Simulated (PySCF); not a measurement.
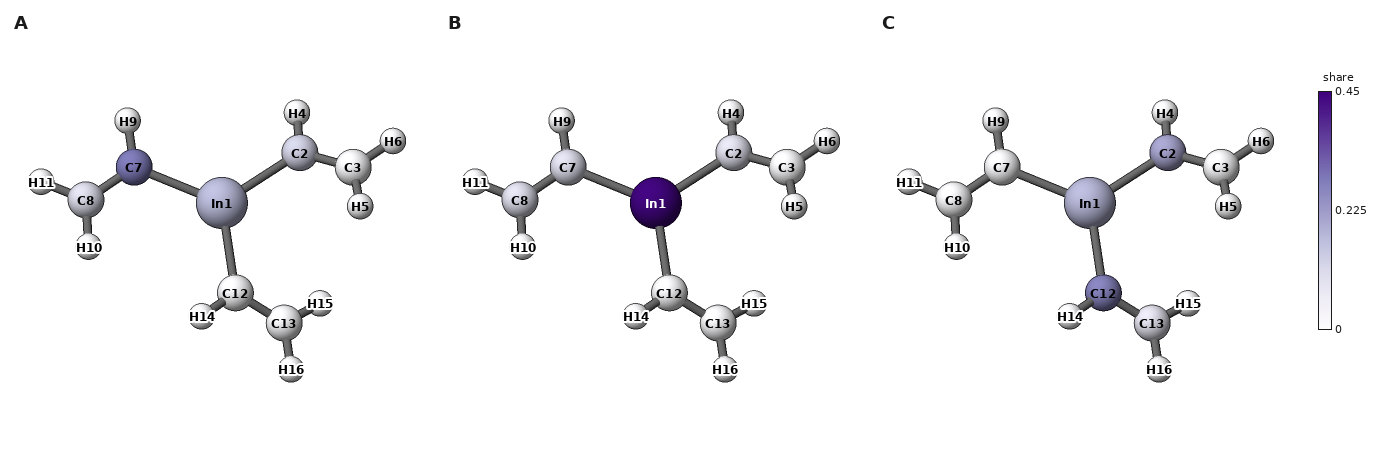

Each panel colours the atoms by their Löwdin share in one orbital (up to four of the largest shares; other atoms are shown as zero). The geometry was computed by an optimisation with PBE0-D3(BJ)/def2-SVP. No frequency run is at hand to confirm it as a minimum. Method: CAM-B3LYP/def2-SVPD, core potentials on In (PySCF 2.14.0).

**The panels show the HOMO−1, HOMO, LUMO, in some order. Which is which?**

A: HOMO−1, −8.67 eV; C7 0.28, In1 0.17, C2 0.12, C8 0.10
B: LUMO, −0.72 eV; In1 0.44, C7 0.10, C8 0.09, C2 0.09
C: HOMO, −8.61 eV; C12 0.27, C2 0.21, In1 0.17, C13 0.08
